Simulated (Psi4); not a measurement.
Run report: PN, geometry relaxation (part 1 of 3)

System: PN (phosphorous nitride), SMILES N#P.
Method: BP86/aug-cc-pVDZ, RKS (Psi4 1.11).

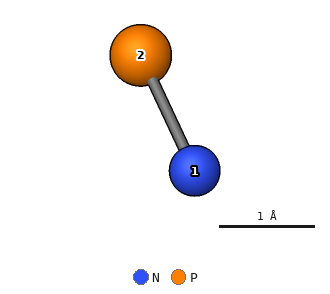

The structure as given in the input (ball-and-stick view, seen at an oblique angle; atoms are numbered from 1 in the order of the input). Bond lengths as drawn: N–P 1.49 Å.

Input file (calc.inp)
```
memory 1600 mb

molecule {
  N      0.000000     0.000000     0.000000
  P      0.000000     0.000000     1.490866
  units angstrom
}

set globals {
  geom_maxiter 60
}

E, wfn = opt('bp86/aug-cc-pVDZ', return_wfn=True)
print_variables()
```

Command:
```bash
psi4 -i calc.inp -o calc.out -n 1
```

Log
```
Psi4 1.11 release

gradient() will perform analytic gradient computation.

   => Loading Basis Set <=

    Name: AUG-CC-PVDZ
    Role: ORBITAL
    Keyword: BASIS

         ---------------------------------------------------------
                                   SCF
                              RKS Reference
                        1 Threads,   1525 MiB Core
         ---------------------------------------------------------

  ==> Geometry <==

    Molecular point group: c2v
    Full point group: C_inf_v

    Geometry (in Angstrom), charge = 0, multiplicity = 1:

       Center              X                  Y                   Z               Mass
    ------------   -----------------  -----------------  -----------------  -----------------
         N            0.000000000000     0.000000000000    -1.026700247492    14.003074004430
         P            0.000000000000     0.000000000000     0.464165752508    30.973761998420

  Running in c2v symmetry.

  Rotational constants: A = ************  B =      0.78649  C =      0.78649 [cm^-1]
  Rotational constants: A = ************  B =  23578.24836  C =  23578.24836 [MHz]
  Nuclear repulsion =   37.269350243650337

  Charge       = 0
  Multiplicity = 1
  Electrons    = 22
  Nalpha       = 11
  Nbeta        = 11

  ==> Algorithm <==

  SCF Algorithm Type is DF.
  DIIS enabled.
  MOM disabled.
  Fractional occupation disabled.
  Guess Type is SAD.
  Energy threshold   = 1.00e-08
  Density threshold  = 1.00e-08
  Integral threshold = 1.00e-12

  ==> Primary Basis <==

  Basis Set: AUG-CC-PVDZ
    Blend: AUG-CC-PVDZ
    Number of shells: 20
    Number of basis functions: 50
    Number of Cartesian functions: 54
    Spherical Harmonics?: true
    Max angular momentum: 2

  ==> DFT Potential <==

   => LibXC <=

    Version 7.1.2

   => Composite Functional: BP86 <=

    BP86 GGA Exchange-Correlation Functional

    Deriv               =              1
    GGA                 =           TRUE
    Meta                =          FALSE

    Exchange Hybrid     =          FALSE
    MP2 Hybrid          =          FALSE

   => Exchange Functionals <=

    1.0000     XC_GGA_X_B88

   => Correlation Functionals <=

    1.0000     XC_GGA_C_P86

   => LibXC Density Thresholds  <==

    XC_GGA_C_P86:  1.00E-15
    XC_GGA_X_B88:  1.00E-15

   => Molecular Quadrature <=

    Radial Scheme          =       TREUTLER
    Pruning Scheme         =           NONE
    Nuclear Scheme         =       TREUTLER

    Blocking Scheme        =         OCTREE
    BS radius alpha        =              1
    Pruning alpha          =              1
    Radial Points          =             75
    Spherical Points       =            302
    Total Points           =          44335
    Total Blocks           =            411
    Max Points             =            256
    Max Functions          =             50
    Weights Tolerance      =       1.00E-15

   => Loading Basis Set <=

    Name: (AUG-CC-PVDZ AUX)
    Role: JKFIT
    Keyword: DF_BASIS_SCF

  ==> Integral Setup <==

  DFHelper Memory: AOs need 0.005 GiB; user supplied 1.055 GiB.
  SCF_SUBTYPE=INCORE selected. In-core MEM_DF algorithm will be used.
  Using in-core AOs.

  ==> MemDFJK: Density-Fitted J/K Matrices <==

    J tasked:                   Yes
    K tasked:                    No
    wK tasked:                   No
    Memory [MiB]:              1080
    Algorithm:                 Core
    Schwarz Cutoff:           1E-12
    Mask sparsity (%):       0.0000
    Fitting Condition:        1E-10

   => Auxiliary Basis Set <=

  Basis Set: (AUG-CC-PVDZ AUX)
    Blend: AUG-CC-PVDZ-JKFIT
    Number of shells: 68
    Number of basis functions: 214
    Number of Cartesian functions: 251
    Spherical Harmonics?: true
    Max angular momentum: 3

  Cached 100.0% of DFT collocation blocks in 0.062 [GiB].

  Minimum eigenvalue in the overlap matrix is 1.8054287472E-03.
  Reciprocal condition number of the overlap matrix is 4.3033105924E-04.
    Using symmetric orthogonalization.

  ==> Pre-Iterations <==

  SCF Guess: Superposition of Atomic Densities via on-the-fly atomic UHF (no occupation information).

   -------------------------
    Irrep   Nso     Nmo
   -------------------------
     A1        24      24
     A2         4       4
     B1        11      11
     B2        11      11
   -------------------------
    Total      50      50
   -------------------------

  ==> Iterations <==

                           Total Energy        Delta E     RMS |[F,P]|

   @DF-RKS iter SAD:  -395.72313385038882   -3.95723e+02   0.00000e+00
   @DF-RKS iter   1:  -395.55591704159747    1.67217e-01   3.63357e-02 ADIIS/DIIS
   @DF-RKS iter   2:  -390.06292517254371    5.49299e+00   7.55905e-02 ADIIS/DIIS
   @DF-RKS iter   3:  -395.66148303095781   -5.59856e+00   3.13442e-02 ADIIS/DIIS
   @DF-RKS iter   4:  -396.10690726538451   -4.45424e-01   2.96507e-03 ADIIS/DIIS
   @DF-RKS iter   5:  -396.10443087010680    2.47640e-03   3.93268e-03 ADIIS/DIIS
   @DF-RKS iter   6:  -396.11133507882442   -6.90421e-03   1.64560e-04 ADIIS/DIIS
   @DF-RKS iter   7:  -396.11134468535471   -9.60653e-06   1.28327e-04 ADIIS/DIIS
   @DF-RKS iter   8:  -396.11135147087862   -6.78552e-06   5.11339e-05 DIIS
   @DF-RKS iter   9:  -396.11135260366353   -1.13278e-06   4.77295e-07 DIIS
   @DF-RKS iter  10:  -396.11135260371054   -4.70095e-11   3.11368e-07 DIIS
   @DF-RKS iter  11:  -396.11135260375329   -4.27463e-11   1.40552e-08 DIIS
   @DF-RKS iter  12:  -396.11135260375340   -1.13687e-13   4.21701e-10 DIIS
  Energy and wave function converged.

  ==> Post-Iterations <==

   Electrons on quadrature grid:
      Ntotal   =   21.9999998092 ; deviation = -1.908e-07

    Orbital Energies [Eh]
    ---------------------

    Doubly Occupied:

       1A1   -76.424124     2A1   -14.058746     3A1    -6.370883
       1B1    -4.588631     1B2    -4.588631     4A1    -4.584424
       5A1    -0.791033     6A1    -0.455571     2B1    -0.311528
       2B2    -0.311528     7A1    -0.291248

    Virtual:

       3B1    -0.125423     3B2    -0.125423     8A1    -0.003104
       9A1     0.014798     4B2     0.045693     4B1     0.045693
      10A1     0.086205    11A1     0.131574     1A2     0.131574
      12A1     0.133224     5B1     0.137130     5B2     0.137130
      13A1     0.232332     6B2     0.241041     6B1     0.241041
      14A1     0.368311     7B1     0.464206     7B2     0.464206
      15A1     0.486764    16A1     0.550284     2A2     0.550284
      17A1     0.553883     8B2     0.603081     8B1     0.603081
      18A1     0.631325     3A2     0.631325     9B1     0.808919
       9B2     0.808919    19A1     0.854793    10B1     1.024423
      10B2     1.024423    20A1     1.061511    21A1     1.131752
      22A1     1.802587     4A2     2.128283    23A1     2.128289
      11B2     2.195181    11B1     2.195181    24A1     2.564524

    Final Occupation by Irrep:
             A1    A2    B1    B2
    DOCC [     7,    0,    2,    2 ]
    NA   [     7,    0,    2,    2 ]
    NB   [     7,    0,    2,    2 ]

  @DF-RKS Final Energy:  -396.11135260375340

   => Energetics <=

    Nuclear Repulsion Energy =             37.2693502436503366
    One-Electron Energy =                -619.7989464615641282
    Two-Electron Energy =                 216.4882086395462579
    DFT Exchange-Correlation Energy =     -30.0699650253859012
    Empirical Dispersion Energy =           0.0000000000000000
    VV10 Nonlocal Energy =                  0.0000000000000000
    Total Energy =                       -396.1113526037534029

Computation Completed

Properties will be evaluated at   0.000000,   0.000000,   0.000000 [a0]

Properties computed using the SCF density matrix

 Multipole Moments:

 ------------------------------------------------------------------------------------
     Multipole            Electronic (a.u.)      Nuclear  (a.u.)        Total (a.u.)
 ------------------------------------------------------------------------------------

 L = 1.  Multiply by 2.5417464519 to convert [e a0] to [Debye]
 Dipole X            :          0.0000000            0.0000000            0.0000000
 Dipole Y            :          0.0000000            0.0000000            0.0000000
 Dipole Z            :          1.4450297           -0.4240837            1.0209459
 Magnitude           :                                                    1.0209459

 ------------------------------------------------------------------------------------

	total time  =          2 seconds =       0.03 minutes

         ------------------------------------------------------------
                                   SCF GRAD
         ------------------------------------------------------------

  ==> Geometry <==

    Molecular point group: c2v
    Full point group: C_inf_v

    Geometry (in Angstrom), charge = 0, multiplicity = 1:

       Center              X                  Y                   Z               Mass
    ------------   -----------------  -----------------  -----------------  -----------------
         N            0.000000000000     0.000000000000    -1.026700247492    14.003074004430
         P            0.000000000000     0.000000000000     0.464165752508    30.973761998420

  Nuclear repulsion =   37.269350243650337

  ==> Basis Set <==

  Basis Set: AUG-CC-PVDZ
    Blend: AUG-CC-PVDZ
    Number of shells: 20
    Number of basis functions: 50
    Number of Cartesian functions: 54
    Spherical Harmonics?: true
    Max angular momentum: 2

  ==> DFJKGrad: Density-Fitted SCF Gradients <==

    Gradient:                    1
    J tasked:                  Yes
    K tasked:                   No
    wK tasked:                  No
    Integrals threads:           1
    Memory [MiB]:             1144
    Schwarz Cutoff:          1E-12
    Fitting Condition:       1E-10

   => Auxiliary Basis Set <=

  Basis Set: (AUG-CC-PVDZ AUX)
    Blend: AUG-CC-PVDZ-JKFIT
    Number of shells: 68
    Number of basis functions: 214
    Number of Cartesian functions: 251
    Spherical Harmonics?: true
    Max angular momentum: 3

   => Molecular Quadrature <=

    Radial Scheme          =       TREUTLER
    Pruning Scheme         =           NONE
    Nuclear Scheme         =       TREUTLER

    Blocking Scheme        =         OCTREE
    BS radius alpha        =              1
    Pruning alpha          =              1
    Radial Points          =             75
    Spherical Points       =            302
    Total Points           =          44335
    Total Blocks           =            411
    Max Points             =            256
    Max Functions          =             50
    Weights Tolerance      =       1.00E-15

  -Total Gradient:
     Atom            X                  Y                   Z
    ------   -----------------  -----------------  -----------------
       1        0.000000000000     0.000000000000     0.036301468021
       2        0.000000000000     0.000000000000    -0.036277961068

	total time  =          0 seconds =       0.00 minutes

    			-----------------------------------------

    			 OPTKING 3.0: for geometry optimizations

    			        with contributions from

    			-----------------------------------------

	                            ===> Fragment 1 <==

	 Z (Atomic Numbers)          Masses                          Geom
	       7.000000            14.003074          0.00000000  0.00000000 -1.94018228
	      15.000000            30.973762          0.00000000  0.00000000  0.87714615

	 - Coordinate -           - BOHR/RAD -       - ANG/DEG -
	 R(1,2)           =         2.817328           1.490866

	        --- Internal Coordinate Step in ANG or DEG, aJ/ANG or AJ/DEG ---
	-------------------------------------------------------------------------------
	           Coordinate      Previous         Force          Change          New
	           ----------      --------        ------          ------        ------
	               R(1,2)       1.49087        0.29898        0.02402       1.51489
	-------------------------------------------------------------------------------

	                                 ==> Convergence Check <==

	Measures of convergence in internal coordinates in au.

	Criteria marked as inactive (o), active & met (*), and active & unmet ( ).

	----------------------------------------------------------------------------------------------~
	   Step    Total Energy     Delta E     Max Force     RMS Force      Max Disp      RMS Disp   ~
	----------------------------------------------------------------------------------------------~
	  Convergence Criteria     1.00e-06 *    3.00e-04 *             o    1.20e-03 *             o~
	----------------------------------------------------------------------------------------------~
	     1    -396.11135260   -3.96e+02      3.63e-02      3.63e-02 o    4.54e-02      4.54e-02 o  ~
	----------------------------------------------------------------------------------------------

Next Geometry in Ang
	Fragment 1 (Ang)

	    N   0.0000000000   0.0000000000  -1.0387104280
	    P   0.0000000000   0.0000000000   0.4761759330

    Structure for next step:
    Molecular point group: c2v
    Full point group: C_inf_v

    Geometry (in Angstrom), charge = 0, multiplicity = 1:

    N            0.000000000000     0.000000000000    -1.043242116828
    P            0.000000000000     0.000000000000     0.471644244158

gradient() will perform analytic gradient computation.

  ==> Geometry <==

    Molecular point group: c2v
    Full point group: C_inf_v

    Geometry (in Angstrom), charge = 0, multiplicity = 1:
```
